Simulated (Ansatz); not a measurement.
# FCI/STO-3G run of NBrO (nitrosyl bromide)

What is the vertical singlet–triplet gap of NBrO (nitrosyl bromide) at FCI/STO-3G? 

Program for the calculation: Ansatz 0.2.0.

69 further runs of the same task are left out: 10 that didn't finish, 59 set aside as unsound or not needed.

### 1 The structure to begin with

NBrO has 3 atoms, charge 0, and is taken as a singlet. As SMILES, `O=NBr`. The shape is that of a PBE0-D4/def2-TZVP optimisation.

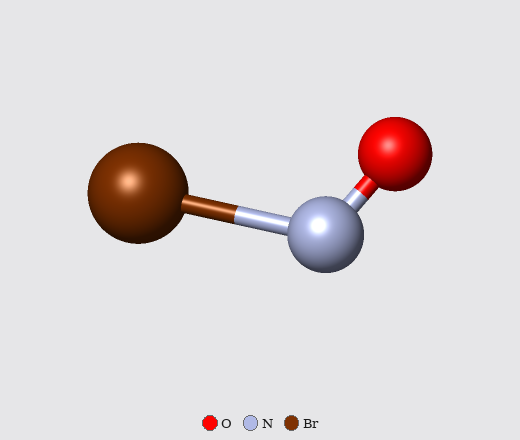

Viewed from a chosen angle; oxygen red, nitrogen light blue, bromine brown.

### 2 A single-point energy at FCI/STO-3G

in.yaml

```yaml
crystal:
  periodic: [false, false, false]
  atoms:
    - {symbol: O, position_ang: [0.941780, -0.646800, 0.448530]}
    - {symbol: N, position_ang: [-0.044940, -0.636480, -0.092930]}
    - {symbol: Br, position_ang: [-0.896840, 1.283280, -0.355590]}
basis:
  gaussian:
    orbitals: STO-3G
accuracy: high
correlation:
  method: fci
  frozen_orbitals: {Br: 9, "N": 1, O: 1}
```

Started as:

```sh
$ ansatz run in.yaml --threads 1 --pin off --max-ram 3480MiB --events-out events.jsonl --progress --plain --runs-dir runs
```

Standard output:

```text
Warning: RAYON_NUM_THREADS=1 ignored (pool sized by the plan → 1); use --threads N
Functional definition: HF
  name "HF"
  exchange = exact_x
  correlation = 0
394 factors; integrals over basis functions are off by at most 4.4e-8 eV
mean field evaluation 1: about -72709.4901 eV, gradient 1.9e1 eV
mean field evaluation 2: about -72709.5989 eV, gradient 1.9e1 eV
mean field evaluation 4: about -72712.5937 eV, gradient 2.6e0 eV
mean field evaluation 8: about -72712.7034 eV, gradient 1.7e-1 eV
mean field -72712.70360071 eV, -2672.1425708852 hartree, gradient 2.8e-8 eV, S^2 0.000000; 0 other end points of the search recorded, 0 dependent functions left out; unrestricted orbitals would lower it
mean field evaluation 16: about -72712.5259 eV, gradient 1.7e1 eV
11 core orbitals not correlated: weight in the atoms' cores, before any rotation towards them, 1.000 or more for the frozen orbitals, at most 0.000 for the correlated occupied ones
reference -72712.70360071 eV, -2672.1425708852 hartree; 14, 14 occupied and 3, 3 virtual orbitals, 394 factors
state -72717.51092339 eV, -2672.3192367352 hartree
Total energy: -72717.51092339 eV, -2672.3192367352 hartree
```

It took 1 s on 1 thread of Intel Xeon Platinum 8375C at 2.90GHz (Ice Lake), shared host; peak memory 0.11 GiB.

### 3 The triplet, same level

input.yaml

```yaml
crystal:
  periodic: [false, false, false]
  atoms:
    - symbol: O
      position_ang: [0.941780, -0.646800, 0.448530]
    - symbol: "N"
      position_ang: [-0.044940, -0.636480, -0.092930]
    - symbol: Br
      position_ang: [-0.896840, 1.283280, -0.355590]
basis:
  gaussian: {orbitals: STO-3G}
magnetization: {spin_polarized: true, initial_magnetization: 2}
correlation: {method: fci, frozen_orbitals: {Br: 9, "N": 1, O: 1}}
accuracy: high
```

Started as:

```sh
$ ansatz run input.yaml --threads 1 --pin off --max-ram 3480MiB --events-out events.jsonl --progress --plain --runs-dir runs
```

Standard output, cut to the lines that bear on the results:

```text
Warning: RAYON_NUM_THREADS=1 ignored (pool sized by the plan → 1); use --threads N
[... 2 set-up lines as earlier in the session ...]
[...]
394 factors; integrals over basis functions are off by at most 4.4e-8 eV
[...]
mean field -72712.48708803 eV, -2672.1346141912 hartree, gradient 2.8e-8 eV, S^2 2.096491; 11 other end points of the search recorded, 0 dependent functions left out
determinant -72712.48708803 eV, -2672.1346141912 hartree, with singles and doubles -72715.65846732 eV, -2672.2511602304 hartree
determinant -72711.04157104 eV, -2672.0814924215 hartree, with singles and doubles -72714.44175827 eV, -2672.2064469974 hartree
determinant -72710.09414772 eV, -2672.0466752569 hartree, with singles and doubles -72713.22643600 eV, -2672.1617847281 hartree
11 core orbitals not correlated: weight in the atoms' cores, before any rotation towards them, 1.000 or more for the frozen orbitals, at most 0.000 for the correlated occupied ones
reference -72712.11819339 eV, -2672.1210575633 hartree; 15, 13 occupied and 2, 4 virtual orbitals, 394 factors
state -72715.77638418 eV, -2672.2554935950 hartree
Total energy: -72715.77638418 eV, -2672.2554935950 hartree
```

Wall time 3.3 s (1 thread of Intel Xeon Platinum 8375C at 2.90GHz (Ice Lake), shared host); peak memory 0.11 GiB.

### 4 What came out

Level: FCI/STO-3G, 11 core orbitals frozen.

| quantity | value |
| --- | --- |
| singlet: total energy | -2672.31924 Eh |
| singlet: correlation energy (11 core orbitals frozen) | -176.7 mEh |
| triplet: total energy | -2672.25549 Eh |
| triplet: correlation energy (11 core orbitals frozen) | -134.4 mEh |
| vertical energy of the triplet above the singlet | 1.735 eV |

In words: At this shape the triplet lies 1.73 eV (167 kJ/mol) above the singlet. In a minimal basis such a difference can be off by several eV, whatever the method. The restricted solution (singlet) is unstable to spin breaking: an unrestricted one lies lower.
